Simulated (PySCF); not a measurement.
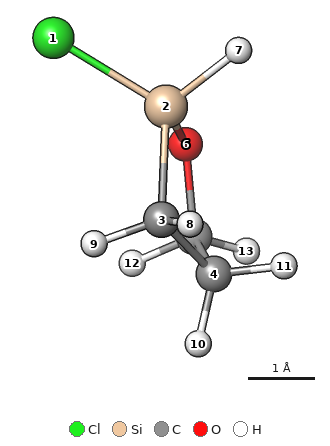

The input geometry (ball-and-stick view, seen at an oblique angle; atoms are numbered from 1 in the order of the input).

**C3H7ClOSi: excited-state calculation**

The run: excited-state calculation of C3H7ClOSi. Method and program: TDDFT PBE0/def2-SVPD, vertical, gas phase, core orbitals frozen in the response (PySCF 2.14.0).

The geometry comes from this level: GFN2-xTB.

Input:
```
{"job": {"kind": "uv", "xc": "PBE0", "basis": "def2-SVPD", "nstates": 6, "ntriplets": 2}, "charge": 0, "multiplicity": 1}
Cl     3.069862     0.595380     0.735015
Si     1.258095    -0.256898     0.846189
C     -0.224035     0.926536     0.671441
C     -1.138213     0.106070    -0.240106
C     -0.236600    -0.672313    -1.201777
O      0.930403    -1.084194    -0.521642
H      1.209285    -1.166912     1.981084
H     -0.729131     1.192227     1.595754
H      0.066549     1.856460     0.179904
H     -1.847513     0.722397    -0.791705
H     -1.698598    -0.608470     0.364671
H      0.065914    -0.043832    -2.046136
H     -0.730409    -1.565964    -1.590420
```

The first line tells a small driver script what to run in PySCF; the rest is the geometry in Å.

Run on 1 CPU thread, shared host.

Run as:
```bash
OMP_NUM_THREADS=1 python <driver script> task.json out
```

Output:
```
coarse grid: 11936 points
cycle   1  E = -942.4814710828  dE =  7.624e-01  |g| = 6.566e-01  |ddm| = 4.920e+00
cycle   2  E = -942.3588971023  dE =  1.226e-01  |g| = 1.032e+00  |ddm| = 1.893e+00
cycle   3  E = -942.5684867953  dE = -2.096e-01  |g| = 1.063e-01  |ddm| = 1.120e+00
cycle   4  E = -942.5707156695  dE = -2.229e-03  |g| = 3.751e-02  |ddm| = 1.901e-01
cycle   5  E = -942.5710678393  dE = -3.522e-04  |g| = 7.594e-03  |ddm| = 6.023e-02
cycle   6  E = -942.5710812704  dE = -1.343e-05  |g| = 1.966e-03  |ddm| = 1.591e-02
cycle   7  E = -942.5710822949  dE = -1.025e-06  |g| = 4.097e-04  |ddm| = 3.704e-03
final grid: 106112 points
cycle   8  E = -942.6854298966  dE = -1.830e-05  |g| = 9.285e-03  |ddm| = 7.303e-02
cycle   9  E = -942.6854089074  dE =  2.099e-05  |g| = 1.387e-02  |ddm| = 2.413e-02
cycle  10  E = -942.6854482403  dE = -3.933e-05  |g| = 1.164e-03  |ddm| = 1.490e-02
cycle  11  E = -942.6854485384  dE = -2.981e-07  |g| = 1.713e-04  |ddm| = 1.430e-03
cycle  12  E = -942.6854485450  dE = -6.613e-09  |g| = 4.740e-05  |ddm| = 3.865e-04
cycle  13  E = -942.6854485455  dE = -5.482e-10  |g| = 1.469e-05  |ddm| = 1.042e-04
```

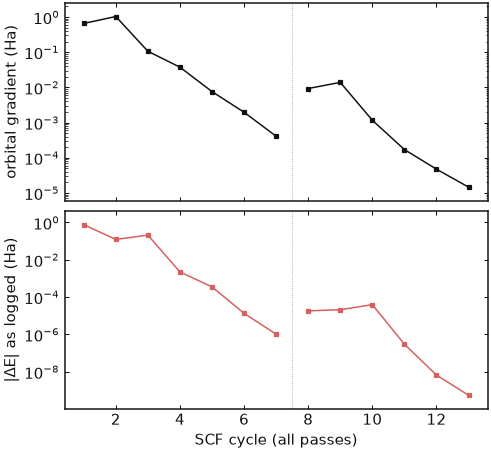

Convergence of the self-consistent field: orbital gradient and size of the energy change against the SCF cycle. The dotted line marks the change from a coarse to the final integration grid. The first 7 cycles use a coarse grid, the final grid takes over at cycle 8, and the field converges after 13 cycles in all.

```
converged SCF energy = -942.6854485455

Static polarisability (au): isotropic 73.370, principal 66.036 67.312 86.763

Singlet excitations
state   eV       nm        f      main configurations
  1   7.2829    170.2   0.01313   H->L 0.89
  2   7.5249    164.8   0.01992   H->L+2 0.57, H->L+1 0.33
  3   7.6468    162.1   0.01033   H->L+1 0.54, H->L+2 0.35
  4   7.9565    155.8   0.02519   H-1->L 0.90
  5   8.1718    151.7   0.04246   H-1->L+1 0.56, H-1->L+2 0.35
  6   8.2369    150.5   0.01216   H-1->L+2 0.43, H->L+3 0.34, H-1->L+1 0.12

Triplet excitations (Tamm-Dancoff, eV): 6.9651 7.1565
```

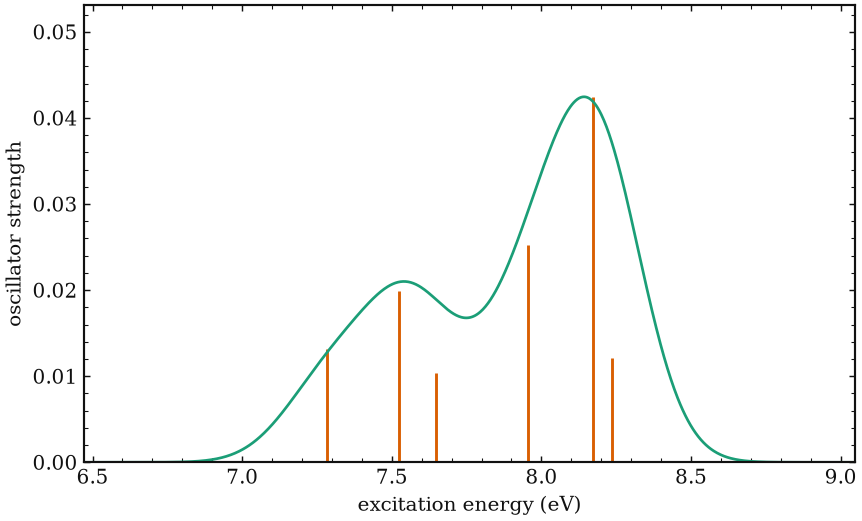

Computed excitations as sticks (degenerate states added up, dark ones marked on the axis), with a Gaussian envelope of 0.35 eV full width at half maximum, scaled to the tallest. Of the 6 states the lowest lies at 7.28 eV (f = 0.013); the strongest line is at 8.17 eV, or 152 nm (f = 0.042).

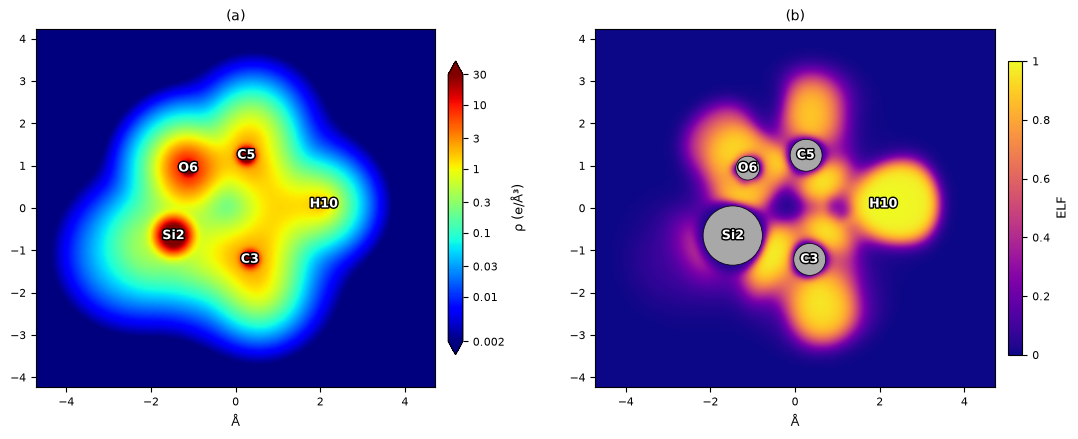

(a) total electron density; (b) electron localisation function on the plane of atoms Si2, O6 and C5. Grey discs, where drawn, cover atomic cores. The section cuts through Si, C, O and H sites. C–O (1.41 Å): ρ at the midpoint is about 2 e/Å³, with its minimum of 1.7 e/Å³ about 0.5 Å from C; the ELF peaks at about 0.90 between the atoms, which marks a polar covalent bond. Si–O (1.63 Å): ρ at the midpoint is about 1.2 e/Å³; the ELF peaks at about 0.90 between the atoms (a shared but strongly polarised pair). C–Si (1.90 Å): ρ is about 0.94 e/Å³ halfway; the ELF peaks at about 0.95 between the atoms, as expected for localised, shared-pair bonding.

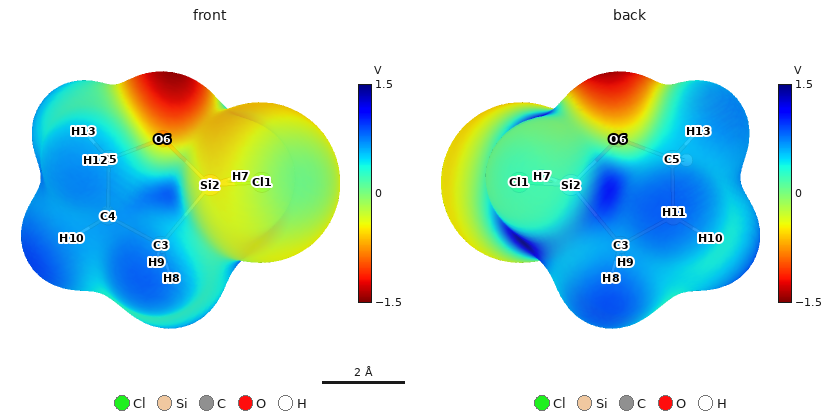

The electrostatic potential painted on the density surface at 0.002 e/bohr³, seen at a tilt and from behind; red is negative and blue positive. Its dipole moment is 2.52 D.

Results in brief:

```tsv
quantity	value
outcome	converged
total energy	−942.685449 hartree
HOMO	−8.07 eV
LUMO	0.46 eV
dipole moment	2.52 D
mean polarisability	73.37 a.u.
lowest singlet excitation	7.28 eV
wall time	45 s
peak memory	0.78 GiB
```
